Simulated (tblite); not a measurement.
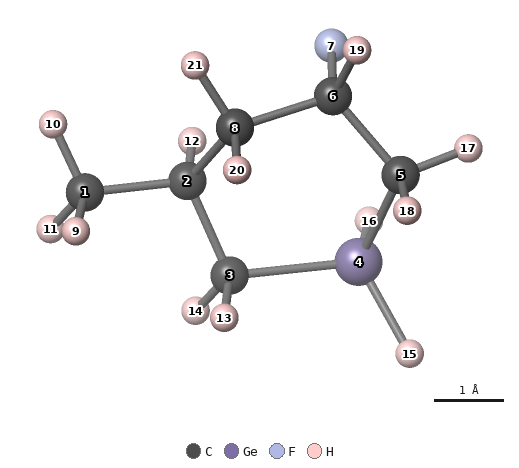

*The structure as given in the input (ball-and-stick view, seen at a tilt; atoms are numbered from 1 in the order of the input). Sticks mark near contacts.*

Bond lengths as drawn: C–C 1.53 to 1.55 Å, C–F 1.39 Å, C–Ge 1.93 to 1.95 Å, C–H 1.10 to 1.12 Å and Ge–H 1.55 to 1.57 Å.

**Geometry relaxation of C₆H₁₃FGe**

System: C₆H₁₃FGe.
Method: GFN2-xTB geometry optimisation, gas phase (tblite 0.8.0).

It belongs to a series of runs on one base structure; here: constitutional isomer.

**Input**
```
{"job": {"kind": "relax", "xc": "GFN2-xTB", "basis": "xTB"}, "charge": 0, "multiplicity": 1}
C      2.510800     0.192100    -0.176500
C      1.026300     0.098400     0.236900
C      0.539200    -1.348400     0.035200
Ge    -1.325500    -1.486100     0.575200
C     -2.137100     0.081100    -0.199100
C     -1.252100     1.308200     0.020300
F     -1.202600     1.621300     1.369000
C      0.187600     1.134900    -0.529600
H      2.618800    -0.019100    -1.259900
H      2.889100     1.212300     0.038400
H      3.114700    -0.533700     0.394900
H      0.980300     0.324600     1.335100
H      0.598200    -1.621900    -1.031300
H      1.138100    -2.060000     0.628100
H     -1.974600    -2.783500     0.041000
H     -1.419900    -1.409100     2.140600
H     -3.134500     0.250100     0.251200
H     -2.265400    -0.095300    -1.296200
H     -1.716800     2.171700    -0.496700
H      0.136800     0.851800    -1.603300
H      0.679700     2.127800    -0.473700
```

The first line tells a small driver script what to run in tblite; the rest is the geometry in Å.

Launched with:
```bash
OMP_NUM_THREADS=1 python <driver script> task.json out
```

**What the program printed**
```
step      E/eV     max force
  0    -711.06473    1.428
  1    -711.16557    0.703
  2    -711.22036    0.441
  3    -711.23474    0.286
  4    -711.24948    0.230
  5    -711.25657    0.278
  6    -711.26620    0.339
  7    -711.27306    0.243
  8    -711.27768    0.135
  9    -711.27974    0.094
 10    -711.28088    0.085
 11    -711.28188    0.075
 12    -711.28307    0.075
 13    -711.28428    0.082
 14    -711.28543    0.083
 15    -711.28651    0.075
 16    -711.28756    0.068
 17    -711.28853    0.069
 18    -711.28937    0.065
 19    -711.29016    0.074
 20    -711.29106    0.063
 21    -711.29208    0.077
 22    -711.29297    0.076
 23    -711.29361    0.056
 24    -711.29408    0.052
 25    -711.29459    0.048
 26    -711.29522    0.060
 27    -711.29585    0.065
 28    -711.29630    0.063
 29    -711.29657    0.037
 30    -711.29675    0.032
 31    -711.29693    0.032
 32    -711.29710    0.033
 33    -711.29726    0.028
 34    -711.29738    0.024
 35    -711.29748    0.020
 36    -711.29758    0.023
 37    -711.29768    0.023
 38    -711.29777    0.025
 39    -711.29787    0.031
 40    -711.29799    0.041
 41    -711.29813    0.039
 42    -711.29828    0.027
 43    -711.29840    0.025
 44    -711.29850    0.026
 45    -711.29859    0.031
 46    -711.29869    0.030
 47    -711.29880    0.029
 48    -711.29891    0.022
 49    -711.29901    0.032
 50    -711.29911    0.029
 51    -711.29920    0.021
 52    -711.29929    0.023
 53    -711.29937    0.026
 54    -711.29945    0.023
 55    -711.29953    0.022
 56    -711.29959    0.016
 57    -711.29963    0.013
 58    -711.29966    0.013
 59    -711.29968    0.012
 60    -711.29970    0.012
 61    -711.29972    0.012
 62    -711.29974    0.011
 63    -711.29975    0.009
```

**Trajectory as extended XYZ (Å, eV, eV/Å), 5 of the 64 frames kept, from step=0 to step=63**
```
21
Properties=species:S:1:pos:R:3:forces:R:3 step=0 energy=-711.06473
C     2.5108    0.1921   -0.1765   -0.0340   0.2720  -0.0670
C     1.0263    0.0984    0.2369    0.5170  -0.1940   0.5590
C     0.5392   -1.3484    0.0352    0.1710   0.0620  -0.1620
Ge   -1.3255   -1.4861    0.5752   -0.1110  -0.7950   1.1810
C    -2.1371    0.0811   -0.1991   -0.6840   0.3850  -0.5190
C    -1.2521    1.3082    0.0203    0.1440  -0.1090  -0.8040
F    -1.2026    1.6213    1.3690   -0.0100  -0.2270  -0.2800
C     0.1876    1.1349   -0.5296   -0.1200   0.0770  -0.0210
H     2.6188   -0.0191   -1.2599    0.0020   0.1480   0.6630
H     2.8891    1.2123    0.0384   -0.1160  -0.6270  -0.2140
H     3.1147   -0.5337    0.3949   -0.2950   0.3570  -0.3260
H     0.9803    0.3246    1.3351   -0.1000  -0.0460  -0.7480
H     0.5982   -1.6219   -1.0313    0.2410   0.0410   0.3230
H     1.1381   -2.0600    0.6281    0.0430   0.3710  -0.4050
H    -1.9746   -2.7835    0.0410    0.1120   0.4040   0.2980
H    -1.4199   -1.4091    2.1406   -0.0660  -0.1900  -0.8010
H    -3.1345    0.2501    0.2512    0.4200   0.1280  -0.3960
H    -2.2654   -0.0953   -1.2962   -0.0030   0.3590   0.7770
H    -1.7168    2.1717   -0.4967    0.1310  -0.0310   0.3120
H     0.1368    0.8518   -1.6033   -0.0930   0.1350   0.5880
H     0.6797    2.1278   -0.4737   -0.1470  -0.5210   0.0420
21
Properties=species:S:1:pos:R:3:forces:R:3 step=16 energy=-711.28756
C     2.4980    0.2123   -0.1716   -0.0110  -0.0060  -0.0060
C     1.0326    0.0935    0.2472    0.0330   0.0240  -0.0100
C     0.5489   -1.3420    0.0394    0.0120   0.0540  -0.0080
Ge   -1.3298   -1.4909    0.6209   -0.0170   0.0190   0.0400
C    -2.1566    0.0884   -0.2348    0.0250   0.0260   0.0010
C    -1.2396    1.2791   -0.0162    0.0390   0.0050   0.0370
F    -1.1848    1.4968    1.3560    0.0150  -0.0310   0.0380
C     0.1889    1.1104   -0.5334    0.0270  -0.0440  -0.0070
H     2.6000    0.0021   -1.2356    0.0280   0.0160   0.0170
H     2.8819    1.2126    0.0232   -0.0210  -0.0340  -0.0100
H     3.1082   -0.5023    0.3784   -0.0160   0.0330  -0.0150
H     0.9574    0.3376    1.3120   -0.0050   0.0170   0.0080
H     0.6271   -1.5973   -1.0198   -0.0220  -0.0200  -0.0170
H     1.2037   -2.0267    0.5806   -0.0320   0.0050   0.0080
H    -2.0017   -2.7570    0.1497    0.0110   0.0160  -0.0040
H    -1.4701   -1.4596    2.1167    0.0030   0.0430  -0.0520
H    -3.1317    0.3242    0.1896   -0.0240  -0.0150   0.0050
H    -2.2954   -0.0738   -1.3018    0.0360  -0.0070  -0.0460
H    -1.6717    2.1988   -0.4390   -0.0370  -0.0260   0.0090
H     0.1414    0.8264   -1.5865   -0.0250  -0.0320  -0.0190
H     0.6841    2.0845   -0.4754   -0.0180  -0.0420   0.0320
21
Properties=species:S:1:pos:R:3:forces:R:3 step=32 energy=-711.29710
C     2.5016    0.2207   -0.1797    0.0010  -0.0020  -0.0030
C     1.0387    0.0921    0.2403   -0.0030   0.0150  -0.0050
C     0.5434   -1.3389    0.0431    0.0020   0.0000  -0.0030
Ge   -1.3376   -1.4724    0.6264   -0.0120  -0.0200   0.0230
C    -2.1550    0.0901   -0.2629    0.0050  -0.0150   0.0000
C    -1.2340    1.2639    0.0108   -0.0090   0.0040   0.0060
F    -1.1584    1.3997    1.3939   -0.0080  -0.0010   0.0070
C     0.1829    1.0979   -0.5381   -0.0040   0.0200  -0.0040
H     2.6174    0.0131   -1.2420   -0.0120  -0.0100  -0.0020
H     2.8703    1.2255    0.0163    0.0040  -0.0030  -0.0070
H     3.1178   -0.4821    0.3766    0.0000  -0.0070  -0.0060
H     0.9692    0.3437    1.3038    0.0000  -0.0010   0.0070
H     0.6099   -1.6047   -1.0147   -0.0010  -0.0020  -0.0180
H     1.1900   -2.0301    0.5840    0.0000  -0.0010   0.0280
H    -2.0012   -2.7510    0.1774    0.0070   0.0090   0.0150
H    -1.4915   -1.3821    2.1158    0.0040  -0.0070  -0.0290
H    -3.1479    0.3180    0.1234    0.0000  -0.0020  -0.0030
H    -2.2441   -0.0623   -1.3371    0.0110   0.0020  -0.0150
H    -1.6690    2.2063   -0.3512    0.0000   0.0130  -0.0020
H     0.1111    0.7988   -1.5859   -0.0020  -0.0090  -0.0020
H     0.6774    2.0709   -0.5007    0.0140   0.0180   0.0150
21
Properties=species:S:1:pos:R:3:forces:R:3 step=47 energy=-711.29880
C     2.4962    0.2131   -0.1933    0.0120   0.0040  -0.0070
C     1.0377    0.0975    0.2436    0.0030   0.0050  -0.0020
C     0.5422   -1.3349    0.0519    0.0070   0.0010   0.0000
Ge   -1.3400   -1.4724    0.6261    0.0000   0.0090   0.0000
C    -2.1499    0.0868   -0.2772    0.0090   0.0170   0.0010
C    -1.2381    1.2636    0.0197   -0.0060   0.0050  -0.0060
F    -1.1699    1.3834    1.4051   -0.0070  -0.0110  -0.0130
C     0.1816    1.1092   -0.5271   -0.0140   0.0050   0.0030
H     2.5954   -0.0040   -1.2553   -0.0040  -0.0090  -0.0120
H     2.8785    1.2152   -0.0118   -0.0010   0.0090   0.0070
H     3.1121   -0.4926    0.3593    0.0100  -0.0030   0.0000
H     0.9782    0.3500    1.3077    0.0060  -0.0040  -0.0010
H     0.6218   -1.6077   -1.0037   -0.0140  -0.0030   0.0000
H     1.1852   -2.0195    0.6063    0.0010   0.0000   0.0050
H    -1.9984   -2.7574    0.1926    0.0000   0.0010  -0.0080
H    -1.4903   -1.3737    2.1128   -0.0120   0.0030   0.0050
H    -3.1528    0.3086    0.0874    0.0150  -0.0050  -0.0160
H    -2.2093   -0.0591   -1.3553   -0.0120  -0.0120   0.0240
H    -1.6760    2.2090   -0.3327    0.0050  -0.0060   0.0020
H     0.1113    0.8191   -1.5779    0.0080   0.0000   0.0080
H     0.6757    2.0828   -0.4787   -0.0060  -0.0060   0.0120
21
Properties=species:S:1:pos:R:3:forces:R:3 step=63 energy=-711.29975
C     2.4966    0.2096   -0.2098   -0.0040   0.0010   0.0000
C     1.0430    0.1002    0.2476   -0.0050   0.0010  -0.0010
C     0.5406   -1.3311    0.0652    0.0000  -0.0010   0.0000
Ge   -1.3440   -1.4686    0.6340    0.0030  -0.0020  -0.0020
C    -2.1463    0.0824   -0.2877    0.0000   0.0030  -0.0040
C    -1.2407    1.2598    0.0216   -0.0020   0.0000   0.0020
F    -1.1837    1.3654    1.4090    0.0050   0.0080   0.0000
C     0.1841    1.1166   -0.5140   -0.0060   0.0020   0.0000
H     2.5797   -0.0135   -1.2723   -0.0020  -0.0030   0.0010
H     2.8832    1.2121   -0.0387    0.0000  -0.0020   0.0040
H     3.1187   -0.4952    0.3376    0.0030   0.0040  -0.0040
H     0.9977    0.3533    1.3123    0.0030   0.0020  -0.0040
H     0.6138   -1.6105   -0.9893    0.0000   0.0010   0.0020
H     1.1833   -2.0145    0.6215    0.0000  -0.0010  -0.0020
H    -1.9933   -2.7554    0.1918    0.0010  -0.0040   0.0010
H    -1.5154   -1.3660    2.1182   -0.0040  -0.0010   0.0010
H    -3.1552    0.3032    0.0591    0.0040   0.0010  -0.0020
H    -2.1904   -0.0712   -1.3648    0.0000   0.0000  -0.0020
H    -1.6785    2.2069   -0.3256    0.0050  -0.0040   0.0040
H     0.1246    0.8415   -1.5694    0.0020  -0.0030   0.0020
H     0.6729    2.0918   -0.4468   -0.0020  -0.0020   0.0010
```

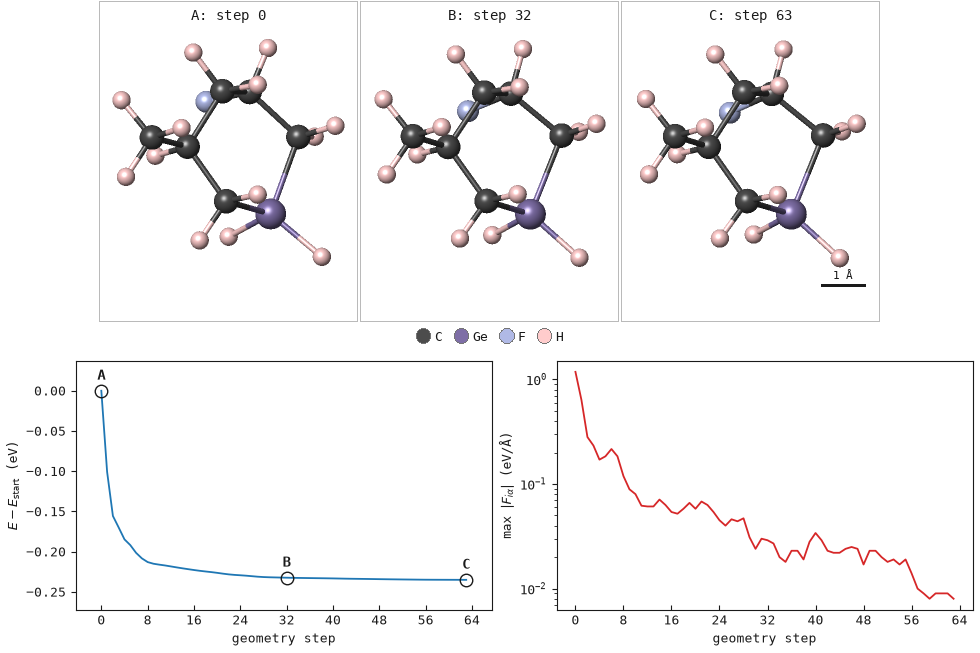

*Frames of the relaxation (ball-and-stick view, seen at a tilt) above the curves, on which the letters mark them (steps are counted from 0).*

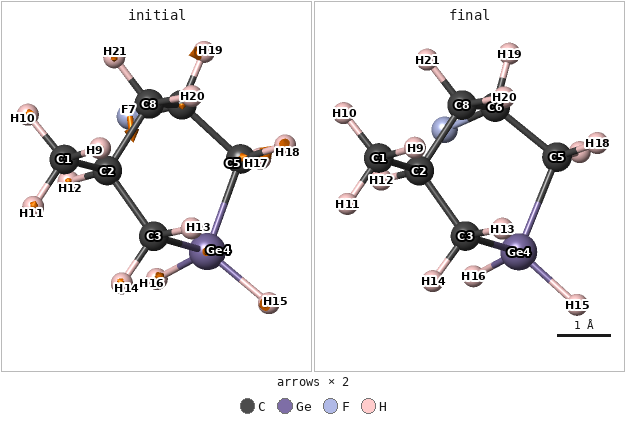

*Before (left) and after (right) the relaxation, at one scale (ball-and-stick view, seen at a tilt). The orange arrows give the displacements, magnified 2 times.*

After 63 geometry steps the energy has fallen by 0.235 eV. The largest force component goes from 1.2 to 0.008 eV/Å. The largest move after the best rigid fit is that of F7, 0.26 Å. By element the largest moves are F 0.26 Å, H 0.20 Å, C 0.09 Å, Ge 0.06 Å. Among the contacts that change: Ge4–H16 1.570 → 1.498 Å, Ge4–C5 1.927 → 1.975 Å, Ge4–H15 1.546 → 1.508 Å, C5–H18 1.119 → 1.089 Å. Among the angles that change: Ge4–C5–C6 110.6° → 105.8°, H15–Ge4–H16 111.1° → 107.4°, C3–Ge4–H16 109.3° → 113.0°. (Atoms are counted from 1 in the order of the input.)

**Key numbers**

```json
{"quantity": "outcome", "value": "converged"}
{"quantity": "total energy", "value": "−711.2998 eV"}
{"quantity": "hardware", "value": "1 CPU thread, shared host"}
{"quantity": "wall time", "value": "0.9 s"}
{"quantity": "peak memory", "value": "0.18 GiB"}
```
